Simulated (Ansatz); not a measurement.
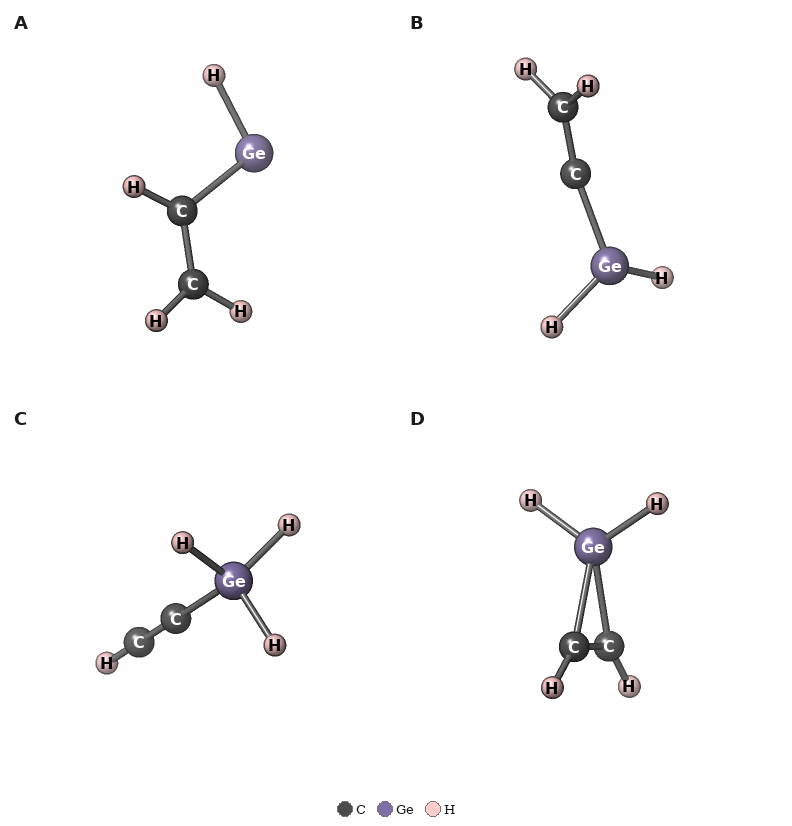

4 stationary structures of one formula. Geometries: PBE-D4/def2-SVP. Electronic energies: PBE-D4/def2-SVP (Ansatz 0.2.0), without zero-point energy. No frequency run is at hand to confirm each as a minimum. Each is one conformer, not always the lowest.

Which is lowest in energy, and by how much?

Answer. A is lowest; C lies 8.9 kcal/mol above it (C3v), D lies 15.4 kcal/mol above it (C2v), B lies 20.0 kcal/mol above it (Cs).
